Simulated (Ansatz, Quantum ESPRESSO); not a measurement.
# KSrCl3 (Pm-3m): Raman and infrared activity, part 2 of 3

Wanted: vibrational spectra of KSrCl3 (Pm-3m) from linear and non-linear response.

Quantum ESPRESSO 8.0 development, patched; DFT LDA, scalar-relativistic, plane waves, PseudoDojo norm-conserving pseudopotentials.

So far. Step 2 (A probe with smearing): A gap of 4.0 eV opens on this mesh, so the crystal is taken as an insulator; the start stands at -3.0 GPa. Step 4 (Ground state): The cell stands at -0.035 GPa, close enough for phonons. The relaxed cell has a = 5.484 Å (conventional setting).

The structure was built from a prototype and need not be the compound's stable phase.

### 5. Linear response at Γ

At q = 0 one unit cell holds all displacements; symmetry groups them into irreducible representations that are solved one by one. The response to a field gives ε∞ and the Born charges, which polar modes need. Third-order response adds the Raman tensors.

Contents of ph.in:

```
phonons
 &inputph
    prefix='x',
    outdir='./tmp',
    fildyn='g.dyn',
    tr2_ph=1.0d-18,
    epsil=.true.,
    lraman=.true.,
    elop=.true.,
 /
0.000000000000 0.000000000000 0.000000000000
```

Command:

```sh
OMP_NUM_THREADS=1 mpirun -n 4 ph.x -nk 4 -in ph.in > ph.out
```

What it wrote:

```text
[banners, grids, parts of the stress and lines that vanish by symmetry left out]
[banner, memory and clock lines left out]
Program PHONON v.8.0dev

[...]
(   1q-points):
[...]
Exchange-correlation= PW
                           (   1   4   0   0   0   0   0)
[...]
kinetic-energy cut-off    =      64.0000  Ry
     charge density cut-off    =     256.0000  Ry
     convergence threshold     =      1.0E-18
[...]
Exchange-correlation= PW
                           (   1   4   0   0   0   0   0)
[...]
q = (   0.0000000   0.0000000   0.0000000 )
     49 Sym.Ops. (with q -> -q+G )
     G cutoff =  696.5333  (  76957 G-vectors)     FFT grid: ( 54, 54, 54)
     number of k points=    10
[...]
Mode symmetry, O_h (m-3m)  point group:
[...]
Dielectric constant
[...]
End of electric fields calculation
          Dielectric constant in cartesian axis
          (       2.572086849       0.000000000       0.000000000 )
          (       0.000000000       2.572086849       0.000000000 )
          (       0.000000000       0.000000000       2.572086849 )
          Effective charges (d Force / dE) in cartesian axis without acoustic sum rule applied (asr)
           atom    1  K     Mean Z*:        1.28230
      Ex  (        1.28230        0.00000        0.00000 )
      Ey  (        0.00000        1.28230        0.00000 )
      Ez  (        0.00000        0.00000        1.28230 )
           atom    2  Sr    Mean Z*:        2.37478
      Ex  (        2.37478        0.00000        0.00000 )
      Ey  (        0.00000        2.37478        0.00000 )
      Ez  (        0.00000        0.00000        2.37478 )
           atom    3  Cl    Mean Z*:       -1.22474
      Ex  (       -0.86746        0.00000        0.00000 )
      Ey  (        0.00000       -0.86746        0.00000 )
      Ez  (        0.00000        0.00000       -1.93930 )
           atom    4  Cl    Mean Z*:       -1.22474
      Ex  (       -0.86746        0.00000        0.00000 )
      Ey  (        0.00000       -1.93930        0.00000 )
      Ez  (        0.00000        0.00000       -0.86746 )
           atom    5  Cl    Mean Z*:       -1.22474
      Ex  (       -1.93930        0.00000        0.00000 )
      Ey  (        0.00000       -0.86746        0.00000 )
      Ez  (        0.00000        0.00000       -0.86746 )
          Effective charges Sum: Mean:       -0.01714
[...]
Effective charges (d Force / dE) in cartesian axis with asr applied:
           atom    1  K     Mean Z*:        1.28573
[...]
atom    2  Sr    Mean Z*:        2.37821
[...]
atom    3  Cl    Mean Z*:       -1.22131
[...]
atom    4  Cl    Mean Z*:       -1.22131
[...]
atom    5  Cl    Mean Z*:       -1.22131
[...]
Dielectric constant from finite-differences
          (       2.572109788       0.000000000       0.000000000 )
          (       0.000000000       2.572109788       0.000000000 )
          (       0.000000000       0.000000000       2.572109788 )
[...]
(       0.000000000       0.000000000       0.000000000 )
          (       0.000000000       0.000000000      -0.000000000 )
          (       0.000000000       0.000000000       0.000000000 )
          (       0.000000000       0.000000000      -0.000000000 )
          (       0.000000000       0.000000000       0.000000000 )
          (       0.000000000       0.000000000       0.000000000 )
          (       0.000000000       0.000000000       0.000000000 )
          (      -0.000000000       0.000000000       0.000000000 )
[...]
(       0.000000000       0.000000000       0.000000000 )
          (       0.000000000       0.000000000       0.000000000 )
          (       0.000000000       0.000000000       0.000000000 )
          (       0.000000000       0.000000000       0.000000000 )
          (       0.000000000       0.000000000       0.000000000 )
[...]
Representation #   1 modes #   1   2   3
[...]
End of self-consistent calculation
     Convergence has been achieved
     Representation #   2 modes #   4   5   6
[...]
End of self-consistent calculation
     Convergence has been achieved
     Representation #   3 modes #   7   8   9
[...]
End of self-consistent calculation
     Convergence has been achieved
     Representation #   4 modes #  10  11  12
[...]
End of self-consistent calculation
     Convergence has been achieved
     Representation #   5 modes #  13  14  15
[...]
End of self-consistent calculation
     Convergence has been achieved
[...]
Dielectric constant in cartesian axis
          (       2.572086849       0.000000000       0.000000000 )
          (       0.000000000       2.572086849       0.000000000 )
          (       0.000000000       0.000000000       2.572086849 )
          Effective charges (d Force / dE) in cartesian axis without acoustic sum rule applied (asr)
           atom    1  K     Mean Z*:        1.28230
      Ex  (        1.28230        0.00000        0.00000 )
      Ey  (        0.00000        1.28230        0.00000 )
      Ez  (        0.00000        0.00000        1.28230 )
           atom    2  Sr    Mean Z*:        2.37478
      Ex  (        2.37478        0.00000        0.00000 )
      Ey  (        0.00000        2.37478        0.00000 )
      Ez  (        0.00000        0.00000        2.37478 )
           atom    3  Cl    Mean Z*:       -1.22474
      Ex  (       -0.86746        0.00000        0.00000 )
      Ey  (        0.00000       -0.86746        0.00000 )
      Ez  (        0.00000        0.00000       -1.93930 )
           atom    4  Cl    Mean Z*:       -1.22474
      Ex  (       -0.86746        0.00000        0.00000 )
      Ey  (        0.00000       -1.93930        0.00000 )
      Ez  (        0.00000        0.00000       -0.86746 )
           atom    5  Cl    Mean Z*:       -1.22474
      Ex  (       -1.93930        0.00000        0.00000 )
      Ey  (        0.00000       -0.86746        0.00000 )
      Ez  (        0.00000        0.00000       -0.86746 )
          Effective charges Sum: Mean:       -0.01714
[...]
Effective charges (d Force / dE) in cartesian axis with asr applied:
           atom    1  K     Mean Z*:        1.28573
[...]
atom    2  Sr    Mean Z*:        2.37821
[...]
atom    3  Cl    Mean Z*:       -1.22131
[...]
atom    4  Cl    Mean Z*:       -1.22131
[...]
atom    5  Cl    Mean Z*:       -1.22131
[...]
q = (    0.000000000   0.000000000   0.000000000 )
[...]
freq (    1) =      -2.244359 [THz] =     -74.863771 [cm-1]
     freq (    2) =      -2.244359 [THz] =     -74.863771 [cm-1]
     freq (    3) =      -2.244359 [THz] =     -74.863771 [cm-1]
     freq (    4) =      -1.438084 [THz] =     -47.969321 [cm-1]
     freq (    5) =      -1.438084 [THz] =     -47.969321 [cm-1]
     freq (    6) =      -1.438084 [THz] =     -47.969321 [cm-1]
     freq (    7) =       0.012540 [THz] =       0.418289 [cm-1]
     freq (    8) =       0.012540 [THz] =       0.418289 [cm-1]
     freq (    9) =       0.012540 [THz] =       0.418289 [cm-1]
     freq (   10) =       2.095356 [THz] =      69.893546 [cm-1]
     freq (   11) =       2.095356 [THz] =      69.893546 [cm-1]
     freq (   12) =       2.095356 [THz] =      69.893546 [cm-1]
     freq (   13) =       8.300133 [THz] =     276.862621 [cm-1]
     freq (   14) =       8.300133 [THz] =     276.862621 [cm-1]
     freq (   15) =       8.300133 [THz] =     276.862621 [cm-1]
[...]
Mode symmetry, O_h (m-3m)  point group:
     freq (   1-   3) =        -74.9  [cm-1]   --> T_1u G_15  G_4- I
     freq (   4-   6) =        -48.0  [cm-1]   --> T_2u G_25  G_5-
     freq (   7-   9) =          0.4  [cm-1]   --> T_1u G_15  G_4- I
     freq (  10-  12) =         69.9  [cm-1]   --> T_1u G_15  G_4- I
     freq (  13-  15) =        276.9  [cm-1]   --> T_1u G_15  G_4- I
```

It took 26 min on 4 MPI ranks of Arm Neoverse V1, shared host; 1.7 h of CPU time.

Numbers from this step:

- miss of the charge sum rule: 0.01714 e
- largest acoustic frequency at the zone centre before the sum rule: 0.42 cm⁻¹
- highest optical zone-centre mode (no LO-TO term): 276.9 cm⁻¹
- lowest optical zone-centre mode: -74.86 cm⁻¹
- mean high-frequency dielectric constant: 2.572
- largest Born charge in size (third of the trace): 2.375 e

Born charge (rows field, columns displacement), before the sum rule (e), principal values of the symmetric part by kind of site:

```
atom  atoms with these values    low  middle   high   mean
  K1                        1   1.28    1.28   1.28   1.28
 Sr2                        1   2.37    2.37   2.37   2.37
 Cl3                        3  -1.94   -0.87  -0.87  -1.22
```

In full for Sr2:

```
2.37 0.00 0.00
0.00 2.37 0.00
0.00 0.00 2.37
```

High-frequency dielectric tensor:

```
2.57 0.00 0.00
0.00 2.57 0.00
0.00 0.00 2.57
```

The acoustic modes at Γ come out as far as 0.4 cm⁻¹ from zero, where they should vanish, a small numerical error; the Born charges miss their sum rule by 0.017 e, which is good. The lowest optical mode is imaginary, 75i cm⁻¹, an instability at this level and on this k mesh.

### 6. Zone-centre analysis

A rigid shift of the crystal must cost nothing, but grids and finite bases break this; the acoustic sum rule is imposed before the matrix is diagonalised again. With Born charges the intensities follow; a static dielectric tensor has no meaning with imaginary modes.

Contents of dynmat.in:

```
 &input
    fildyn='g.dyn',
    asr='simple',
    fileig='dynmat.eig',
    lperm=.true.,
 /
```

Command:

```sh
dynmat.x -in dynmat.in > dynmat.out
```

What it wrote:

```text
[banner, memory and clock lines left out]
Program DYNMAT v.8.0dev

     Reading Dynamical Matrix from file g.dyn
     ...Force constants read
     ...epsilon and Z* read
     ...Raman cross sections read
     A direction for q was not specified:TO-LO splitting will be absent

     Polarizability (A^3 units)
     multiply by 0.656156 for Clausius-Mossotti correction (not under assume_isolated = 'mt')
        20.637759    0.000000    0.000000
         0.000000   20.637759    0.000000
         0.000000    0.000000   20.637759

     IR activities are in (D/A)^2/amu units

# mode   [cm-1]    [THz]      IR
    1    -74.86   -2.2444    2.0801
    2    -74.86   -2.2444    2.0801
    3    -74.86   -2.2444    2.0801
    4    -47.97   -1.4381    0.0000
    5    -47.97   -1.4381    0.0000
    6    -47.97   -1.4381    0.0000
    7      0.00    0.0000    0.0000
    8      0.00    0.0000    0.0000
    9      0.00    0.0000    0.0000
   10     69.89    2.0953    0.1865
   11     69.89    2.0953    0.1865
   12     69.89    2.0953    0.1865
   13    276.86    8.3001    3.6088
   14    276.86    8.3001    3.6088
   15    276.86    8.3001    3.6088

Electronic dielectric permittivity tensor (relative, adimensional)
         2.572087    0.000000    0.000000
         0.000000    2.572087    0.000000
         0.000000    0.000000    2.572087

 ... with zone-center polar mode contributions
         3.674289   -0.000000    0.000000
        -0.000000    3.674289    0.000000
         0.000000    0.000000    3.674289

[end of the log left out, with the tail of the file of modes that dynmat.x writes under the same name]
```

The job ended after 0.47 s (1 thread).

Unit eigenvectors of the mass-weighted matrix after the sum rule; no LO-TO term. The modes at Γ (shares of kinetic energy by element, %) (negative means imaginary):

```
mode  frequency (cm⁻¹)  K %  Sr %  Cl %
   1             -74.9   64     0    36
   2             -74.9   64     0    36
   3             -74.9   64     0    36
   4             -48.0    0     0   100
   5             -48.0    0     0   100
   6             -48.0    0     0   100
   7               0.0   17    38    46
   8               0.0   17    38    46
   9               0.0   17    38    46
  10              69.9   19    39    43
  11              69.9   19    39    43
  12              69.9   19    39    43
  13             276.9    0    24    76
  14             276.9    0    24    76
  15             276.9    0    24    76
```

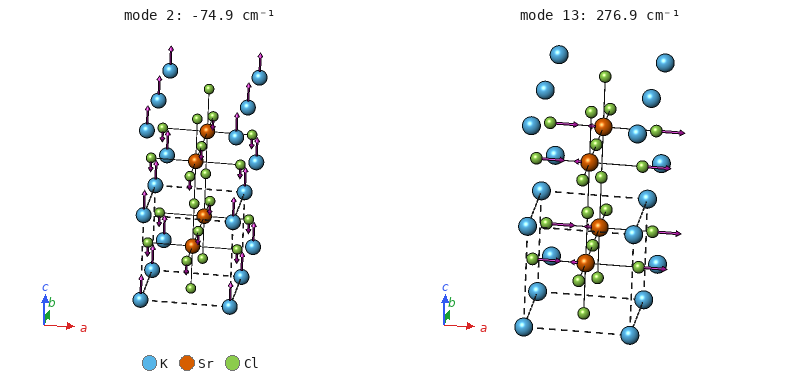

Displacement patterns of modes 2 and 13 at Γ; arrows are exaggerated. 1×2×2 cells are drawn. Some periodic images of atoms are drawn too.

Degenerate modes summed, no LO-TO term; imaginary modes left out. Infrared lines, with heights relative to the strongest:

```
position (cm⁻¹)  lines merged  IR intensity, relative
             70             3                     5.2
            277             3                     100
```

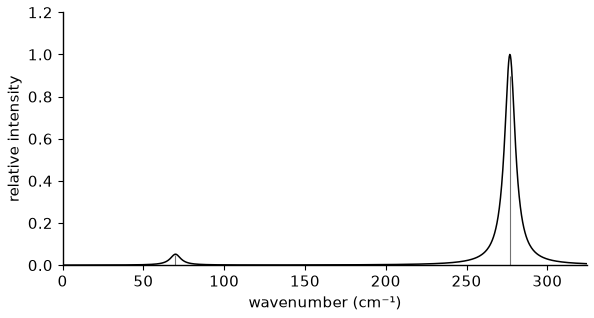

The infrared spectrum, broadened with Lorentzians of width 8 cm⁻¹; bars mark the lines.

The rule moves no optical mode by more than 0.1 cm⁻¹.

### 7. Sum rules set otherwise: a sum rule for molecules or wires on a crystal

This rule also removes rotations, which suits molecules and not a crystal; it is tried to see the harm.

Contents of dynmat.in:

```
 &input
    fildyn='g.dyn',
    asr='zero-dim',
    fileig='dynmat.eig',
    lperm=.true.,
 /
```

Command:

```sh
dynmat.x -in dynmat.in > dynmat.out
```

What it wrote:

```text
[banner, memory and clock lines left out]
Program DYNMAT v.8.0dev

     Reading Dynamical Matrix from file g.dyn
     ...Force constants read
     ...epsilon and Z* read
     ...Raman cross sections read
     Warning: this looks like a crystal, not a molecule in a box: use asr = 'crystal'
     Acoustic Sum Rule: || Z*(ASR) - Z*(orig)|| =    1.327920E-02
     Acoustic Sum Rule: ||dyn(ASR) - dyn(orig)||=    3.697563E-02
     Message from routine dynmat:
     WARNING: the charges keep any dipole. Ignore the strengths of the modes set to zero; with q typed a rigid rotation may get a frequency
     A direction for q was not specified:TO-LO splitting will be absent

     Polarizability (A^3 units)
     multiply by 0.656156 for Clausius-Mossotti correction (not under assume_isolated = 'mt')
        20.637759    0.000000    0.000000
         0.000000   20.637759    0.000000
         0.000000    0.000000   20.637759

     IR activities are in (D/A)^2/amu units

# mode   [cm-1]    [THz]      IR
    1    -74.86   -2.2444    2.0801
    2    -66.34   -1.9889    1.6220
    3    -66.34   -1.9889    1.6220
    4     -0.00   -0.0000    0.0151
    5     -0.00   -0.0000    0.0002
    6     -0.00   -0.0000    0.0002
    7      0.00    0.0000    0.0452
    8      0.00    0.0000    0.0872
    9      0.00    0.0000    0.0630
   10     21.59    0.6474    0.5398
   11     21.59    0.6474    0.5398
   12     69.89    2.0954    0.1865
   13    273.27    8.1923    3.6080
   14    273.27    8.1923    3.6080
   15    276.86    8.3001    3.6088

Electronic dielectric permittivity tensor (relative, adimensional)
         2.572087    0.000000    0.000000
         0.000000    2.572087    0.000000
         0.000000    0.000000    2.572087

 ... with zone-center polar mode contributions
        13.334284   -4.830012   -4.830012
        -4.830012   13.334284   -4.830012
        -4.830012   -4.830012   13.334284

[end of the log left out, with the tail of the file of modes that dynmat.x writes under the same name]
```

Run time: 0.45 s. Hardware: 1 thread.

The run ended normally, but on settings that are not sound.

The fault: a sum rule for molecules or wires on a crystal; 3 optical modes are projected out to zero frequency, as if they were rotations.

For a crystal the rule has to be 'simple' or 'crystal'.

Zone-centre frequencies as printed; negative means imaginary. Modes:

```
mode  frequency (cm⁻¹)
   1            -74.86
   2            -66.34
   3            -66.34
   4                 0
   5                 0
   6                 0
   7                 0
   8                 0
   9                 0
  10             21.59
  11             21.59
  12             69.89
  13             273.3
  14             273.3
  15             276.9
```

### 8. The LO-TO splitting (1 0 0)

A longitudinal polar mode sets up a macroscopic field that stiffens it; the term hangs on the direction from which q goes to zero.

Contents of dynmat.in:

```
 &input
    fildyn='g.dyn',
    asr='simple',
    fileig='dynmat.eig',
    q(1)=1.0,
    q(2)=0.0,
    q(3)=0.0,
 /
```

Command:

```sh
dynmat.x -in dynmat.in > dynmat.out
```

What it wrote:

```text
[banner, memory and clock lines left out]
Program DYNMAT v.8.0dev

     Reading Dynamical Matrix from file g.dyn
     ...Force constants read
     ...epsilon and Z* read
     ...Raman cross sections read

     Polarizability (A^3 units)
     multiply by 0.656156 for Clausius-Mossotti correction (not under assume_isolated = 'mt')
        20.637759    0.000000    0.000000
         0.000000   20.637759    0.000000
         0.000000    0.000000   20.637759

     IR activities are in (D/A)^2/amu units

# mode   [cm-1]    [THz]      IR
    1    -74.86   -2.2444    2.0801
    2    -74.86   -2.2444    2.0801
    3    -47.97   -1.4381    0.0000
    4    -47.97   -1.4381    0.0000
    5    -47.97   -1.4381    0.0000
    6     -0.00   -0.0000    0.0000
    7      0.00    0.0000    0.0000
    8      0.00    0.0000    0.0000
    9     36.62    1.0979    0.6754
   10     69.89    2.0953    0.1865
   11     69.89    2.0953    0.1865
   12     83.93    2.5162    0.7367
   13    276.86    8.3001    3.6088
   14    276.86    8.3001    3.6088
   15    311.58    9.3408    4.4633

[end of the log left out, with the tail of the file of modes that dynmat.x writes under the same name]
```

Wall time 0.45 s (1 thread).

Numbers from this step:

| Quantity | Value |
| --- | --- |
| highest mode moved by the LO-TO term | 311.6 cm⁻¹ |

Zone-centre frequencies as printed; negative means imaginary. Modes:

```
mode  frequency (cm⁻¹)
   1            -74.86
   2            -74.86
   3            -47.97
   4            -47.97
   5            -47.97
   6                 0
   7                 0
   8                 0
   9             36.62
  10             69.89
  11             69.89
  12             83.93
  13             276.9
  14             276.9
  15             311.6
```

The field moves 3 modes; the highest of them now lies at 312 cm⁻¹, where the highest that moved away lay at 277.

(Continued in part 3 of 3.)

[Host names and launcher messages were left out of these logs when they were recorded.]

[Logs are printed without paths, hosts, clocks, repeated set-up lines and the standing remarks that a program may print on its own settings, such as how far it seeks lower states.]

[Hosts, paths, dates, database ids (printed as entryN), source tags and the programs' standing remarks are cut or masked in the printed files.]
